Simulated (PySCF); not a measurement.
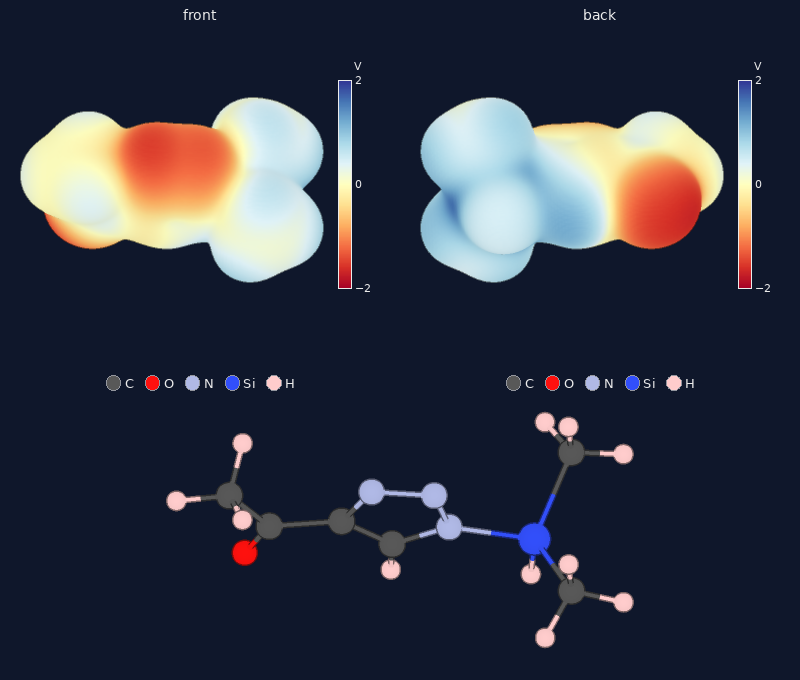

Figure 1: C6H11N3OSi (SMILES CC(=O)c1cn([SiH](C)C)nn1). The electrostatic potential painted on the density surface at 0.001 e/bohr³, seen from the front and from behind; red is negative and blue positive. The bare structure is drawn below in the same view.

Geometry: GFN2-xTB.

These are results of PySCF 2.14.0, PBE0/pcSseg-1, SCF density, gas phase, non-relativistic, not measurements.

```yaml
atoms:
  - { symbol: C, position_ang: [4.0690, 0.5720, 0.6598] }
  - { symbol: C, position_ang: [3.2140, -0.0306, -0.4193] }
  - { symbol: O, position_ang: [3.6551, -0.5264, -1.4330] }
  - { symbol: C, position_ang: [1.7738, 0.0266, -0.1521] }
  - { symbol: C, position_ang: [0.7206, -0.4295, -0.9276] }
  - { symbol: N, position_ang: [-0.3914, -0.1342, -0.2334] }
  - { symbol: Si, position_ang: [-2.1216, -0.4016, -0.5683] }
  - { symbol: C, position_ang: [-2.7512, -1.4915, 0.8460] }
  - { symbol: C, position_ang: [-2.9070, 1.3209, -0.6058] }
  - { symbol: N, position_ang: [-0.0330, 0.4745, 0.9123] }
  - { symbol: N, position_ang: [1.2283, 0.5727, 0.9682] }
  - { symbol: H, position_ang: [3.8744, 0.0601, 1.5992] }
  - { symbol: H, position_ang: [5.1202, 0.4919, 0.3974] }
  - { symbol: H, position_ang: [3.7926, 1.6151, 0.7950] }
  - { symbol: H, position_ang: [0.6999, -0.9195, -1.8765] }
  - { symbol: H, position_ang: [-2.1136, -1.0736, -1.8730] }
  - { symbol: H, position_ang: [-3.7997, -1.7402, 0.7167] }
  - { symbol: H, position_ang: [-2.1951, -2.4231, 0.9084] }
  - { symbol: H, position_ang: [-2.6426, -0.9815, 1.8000] }
  - { symbol: H, position_ang: [-3.9661, 1.2672, -0.8371] }
  - { symbol: H, position_ang: [-2.4377, 1.9573, -1.3514] }
  - { symbol: H, position_ang: [-2.7993, 1.8127, 0.3577] }
```

Where is the surface potential most negative and most positive?

The most negative region (about −1.6 V) lies over O3, the most positive (about +1.5 V) over Si7. O3 is the likeliest acceptor of a hydrogen bond.
